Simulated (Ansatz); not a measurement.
# One shape, several levels: singlet [CF3]+

Aim: a comparison of 6 runs (B3LYP/6-31G*, CAM-B3LYP/def2-SVPD, PBE-QIDH/def2-SVPD, RPA@PBE0/def2-SVPD, CCSD/def2-SVPD, CCSD(T)/def2-SVPD) of singlet [CF3]+. 

The calculation is run with Ansatz 0.2.0.

32 further runs of the same task are left out: 32 set aside as unsound or not needed.

## Step 1: The system as given

[CF3]+ has 4 atoms, charge +1, and is taken as a singlet. As SMILES of the parent species, `F[C](F)F`. The shape is that of a PBE0-D4/def2-TZVP optimisation. That shape belongs to the parent species and isn't relaxed for this state.

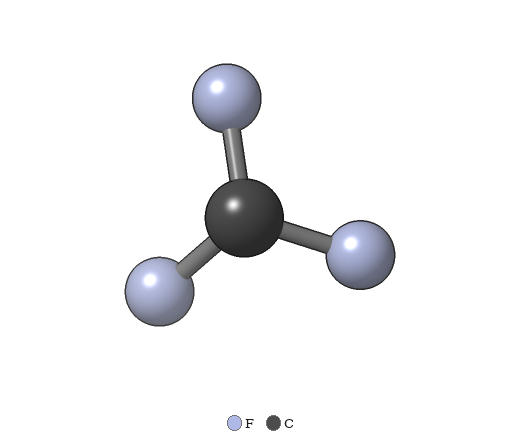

The structure, seen from a chosen angle (fluorine light blue, carbon dark grey).

## Step 2: A single-point energy at B3LYP/6-31G(d) (spherical functions) (run 1)

job.yaml reads:

```yaml
crystal:
  periodic: [false, false, false]
  atoms:
    - {symbol: F, position_ang: [-1.227500, 0.024900, 0.265400]}
    - {symbol: C, position_ang: [-0.039500, -0.059500, -0.286700]}
    - {symbol: F, position_ang: [0.658900, -1.044900, 0.227300]}
    - {symbol: F, position_ang: [0.608100, 1.079500, -0.205900]}
basis:
  gaussian: {orbitals: 6-31G_st_-spherical.json}
total_charge: 1
hamiltonian: {xc: {name: B3LYP}}
accuracy: high
output: {orbitals: {seedname: orbitals}}
```

The basis set 6-31G* is read from a file made from the Basis Set Exchange's data (not shown).

Started as:

```
$ ansatz run job.yaml --threads 1 --pin off --max-ram 3480MiB --events-out events.jsonl --progress --plain --runs-dir runs
```

What it wrote:

```text
Warning: RAYON_NUM_THREADS=1 ignored (pool sized by the plan → 1); use --threads N
Functional definition: B3LYP
  name "B3LYP"
  parameter a0 = 0.2
  parameter ax = 0.72
  parameter ac = 0.81
  exchange = (1 - a0 - ax)*slater_x + ax*b88_x + a0*exact_x
  correlation = (1 - ac)*vwn_rpa_c + ac*lyp_c
1198 factors; integrals over basis functions are off by at most 2.8e-9 eV
mean field evaluation 1: about -9166.3380 eV, gradient 7.3e1 eV
mean field evaluation 2: about -9142.9445 eV, gradient 1.4e2 eV
mean field evaluation 4: about -9174.4349 eV, gradient 2.6e0 eV
mean field evaluation 8: about -9174.4397 eV, gradient 9.2e-2 eV
mean field evaluation 16: about -9174.4397 eV, gradient 3.2e-6 eV
mean field -9174.43967569 eV, -337.1544394229 hartree, gradient 5.8e-8 eV, S^2 0.000000; 0 other end points of the search recorded, 0 dependent functions left out
reference -9174.43969281 eV, -337.1544400523 hartree; 16, 16 occupied and 40, 40 virtual orbitals, 1198 factors
Total energy: -9174.43969281 eV, -337.1544400523 hartree
```

Wall time 2.2 s (1 thread of Arm Neoverse V1, shared host); peak memory 0.14 GiB.

## Step 3: The energy at CAM-B3LYP/def2-SVPD (run 2)

molecule.yaml reads:

```yaml
crystal:
  periodic: [false, false, false]
  atoms:
    - {symbol: F, position_ang: [-1.227500, 0.024900, 0.265400]}
    - {symbol: C, position_ang: [-0.039500, -0.059500, -0.286700]}
    - {symbol: F, position_ang: [0.658900, -1.044900, 0.227300]}
    - {symbol: F, position_ang: [0.608100, 1.079500, -0.205900]}
basis:
  gaussian:
    orbitals: def2-SVPD
hamiltonian:
  xc: {name: CAM-B3LYP}
accuracy: high
output:
  orbitals: {seedname: orbitals}
total_charge: 1
```

Started as:

```
$ ansatz run molecule.yaml --threads 1 --pin off --max-ram 3480MiB --events-out events.jsonl --progress --plain --runs-dir runs
```

What it wrote:

```text
Warning: RAYON_NUM_THREADS=1 ignored (pool sized by the plan → 1); use --threads N
Functional definition: CAM-B3LYP
  name "CAM-B3LYP"
  parameter alpha = 0.19
  parameter beta = 0.46
  parameter omega = 0.33/bohr
[... 1 set-up line as earlier in the session ...]
  exchange = (1 - alpha - beta)*b88_x + beta*b88_x_sr(omega) + alpha*exact_x + beta*exact_x_lr(omega)
  correlation = (1 - ac)*vwn5_c + ac*lyp_c
1772 factors; integrals over basis functions are off by at most 3.1e-9 eV
392 factors; integrals over basis functions are off by at most 1.4e-9 eV
mean field evaluation 1: about -9156.7602 eV, gradient 7.5e1 eV
mean field evaluation 2: about -9143.5654 eV, gradient 1.2e2 eV
mean field evaluation 4: about -9165.5608 eV, gradient 1.5e0 eV
mean field evaluation 8: about -9165.5635 eV, gradient 1.9e-2 eV
mean field evaluation 16: about -9165.5635 eV, gradient 3.1e-6 eV
mean field -9165.56354024 eV, -336.8282474618 hartree, gradient 3.2e-8 eV, S^2 0.000000; 0 other end points of the search recorded, 0 dependent functions left out
reference -9165.56355658 eV, -336.8282480621 hartree; 16, 16 occupied and 73, 73 virtual orbitals, 1772 factors
Total energy: -9165.56355658 eV, -336.8282480621 hartree
```

Wall time 4.8 s (1 thread of Arm Neoverse V1, shared host); peak memory 0.27 GiB.

Run 3 isn't shown in full; the table further down has it.

## Step 4: A single-point energy at RPA@PBE0/def2-SVPD (run 4)

run.yaml reads:

```yaml
crystal:
  periodic: [false, false, false]
  atoms:
    - {symbol: F, position_ang: [-1.227500, 0.024900, 0.265400]}
    - {symbol: C, position_ang: [-0.039500, -0.059500, -0.286700]}
    - {symbol: F, position_ang: [0.658900, -1.044900, 0.227300]}
    - {symbol: F, position_ang: [0.608100, 1.079500, -0.205900]}
basis:
  gaussian:
    orbitals: def2-SVPD
total_charge: 1
hamiltonian:
  xc: {name: PBE0}
correlation:
  method: rpa
  frozen_orbitals: {C: 1, F: 1}
accuracy: high
```

Started as:

```
$ ansatz run run.yaml --threads 1 --pin off --max-ram 3480MiB --events-out events.jsonl --progress --plain --runs-dir runs
```

What it wrote:

```text
Warning: RAYON_NUM_THREADS=1 ignored (pool sized by the plan → 1); use --threads N
Functional definition: PBE0
  name "PBE0"
  parameter a = 0.25
  parameter kappa = 0.804
  parameter beta = 0.06672455060314922
  exchange = (1 - a)*pbe_x(kappa = kappa, mu = beta*pi^2/3) + a*exact_x
  correlation = pbe_c(beta = beta)
1772 factors; integrals over basis functions are off by at most 3.1e-9 eV
mean field evaluation 1: about -9151.0212 eV, gradient 7.3e1 eV
mean field evaluation 2: about -9151.0200 eV, gradient 7.3e1 eV
mean field evaluation 4: about -9159.0360 eV, gradient 7.1e0 eV
mean field evaluation 8: about -9159.1428 eV, gradient 3.3e-1 eV
mean field evaluation 16: about -9159.1430 eV, gradient 1.4e-5 eV
mean field -9159.14299569 eV, -336.5922968013 hartree, gradient 4.1e-8 eV, S^2 0.000000; 0 other end points of the search recorded, 0 dependent functions left out
4 core orbitals not correlated: weight in the atoms' cores, before any rotation towards them, 1.000 or more for the frozen orbitals, at most 0.000 for the correlated occupied ones
reference -9127.23459860 eV, -335.4196848368 hartree; 12, 12 occupied and 73, 73 virtual orbitals, 1772 factors
Total energy: -9153.27848794 eV, -336.3767801168 hartree
```

Run time: 7.5 s. Hardware: 1 thread of Arm Neoverse V1, shared host; peak memory 0.28 GiB.

Run 5 isn't shown in full; the table further down has it.

## Step 5: A single-point energy at CCSD(T)/def2-SVPD (run 6)

molecule.yaml reads:

```yaml
basis:
  gaussian:
    orbitals: def2-SVPD
crystal:
  periodic: [false, false, false]
  atoms:
    - symbol: F
      position_ang: [-1.227500, 0.024900, 0.265400]
    - symbol: C
      position_ang: [-0.039500, -0.059500, -0.286700]
    - symbol: F
      position_ang: [0.658900, -1.044900, 0.227300]
    - symbol: F
      position_ang: [0.608100, 1.079500, -0.205900]
accuracy: high
scf:
  omitted_lower_state_checks: [cluster_reference, increment]
total_charge: 1
correlation:
  method: ccsd_t
  frozen_orbitals: {C: 1, F: 1}
```

Started as:

```
$ ansatz run molecule.yaml --threads 1 --pin off --max-ram 3480MiB --events-out events.jsonl --progress --plain --runs-dir runs
```

What it wrote:

```text
Warning: RAYON_NUM_THREADS=1 ignored (pool sized by the plan → 1); use --threads N
[... 11 lines left out ...]
4 core orbitals not correlated: weight in the atoms' cores, before any rotation towards them, 1.000 or more for the frozen orbitals, at most 0.000 for the correlated occupied ones
[... 23 lines left out ...]
Total energy: -9148.20455450 eV, -336.1903165021 hartree
Checks for a lower state left out: cluster_reference, increment
```

Wall time 20 s (1 thread of Arm Neoverse V1, shared host); peak memory 0.55 GiB.

## Step 6: Overview of the runs

```tsv
run	level	frozen core orbitals	energy (Eh)	wall time
1	B3LYP/6-31G* (spherical functions)	–	-337.154440	2.2 s
2	CAM-B3LYP/def2-SVPD	–	-336.828248	4.8 s
3	PBE-QIDH/def2-SVPD	4	-336.467380	6 s
4	RPA@PBE0/def2-SVPD	4	-336.376780	7.5 s
5	CCSD/def2-SVPD	4	-336.167132	14 s
6	CCSD(T)/def2-SVPD	4	-336.190317	20 s
```

## Step 7: What came out

| quantity | value |
| --- | --- |
| run 6: total energy | -336.19032 Eh |
| run 6: correlation energy (4 core orbitals frozen) | -739.1 mEh |
| run 6: (T) correction | -23.18 mEh |
| run 6: T1 diagnostic | 0.023 |

**Reading.** Over runs 1, 2, 3 the HOMO–LUMO gap runs from 6.60 eV (B3LYP/6-31G*) to 13.37 eV (PBE-QIDH/def2-SVPD). The two ends differ in method and basis. A double hybrid's value is that of its SCF part. Totals of different functionals can't be ranked against each other. All runs together took 54 s, the longest 20 s.
